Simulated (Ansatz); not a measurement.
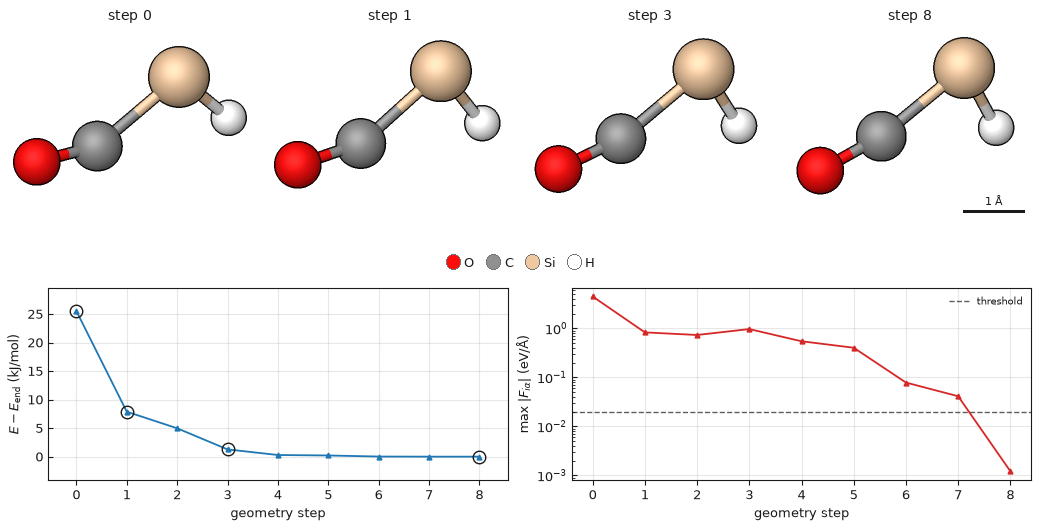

Frames of a relaxation of CHOSi (multiplicity 2), marked on the history of the run. Style: ball-and-stick. Shown at a tilt.

The run prepares an end point of a later path (hydrogen shift) calculation, from a guessed geometry.

Level of theory: UKS B3LYP-D4/STO-3G in Ansatz. Set-up: collinear spin; force threshold 0.02 eV/Å; at most 50 steps.

What happens along the run?

Answer. The energy falls by 25.5 kJ/mol in 8 geometry steps. The largest force component goes from 4.5 to 0.0012 eV/Å. The H atom moves most after the best rigid fit: 0.27 Å. Largest moves by element: H 0.27 Å, O 0.20 Å, C 0.18 Å, Si 0.17 Å. Near-neighbour distances that change, for instance: C–O 1.179 → 1.217 Å, H–Si 1.465 → 1.487 Å, C–Si 1.782 → 1.791 Å. Bond angles that change, for instance: O–C–Si 148.9° → 166.9°, C–Si–H 104.2° → 88.8°. Cost: 10 s on 1 thread of Arm Neoverse V1, with other jobs on the host, peak memory 0.1 GiB. From step 0 to 1: the H atom moves most (0.14 Å), energy −17.6 kJ/mol. From step 1 to 3: the C atom moves most (0.09 Å), energy −6.61 kJ/mol. From step 3 to 8: the H atom moves most (0.06 Å), energy −1.27 kJ/mol.

Limits of the set-up: STO-3G is a minimal basis, so the numbers are rough.
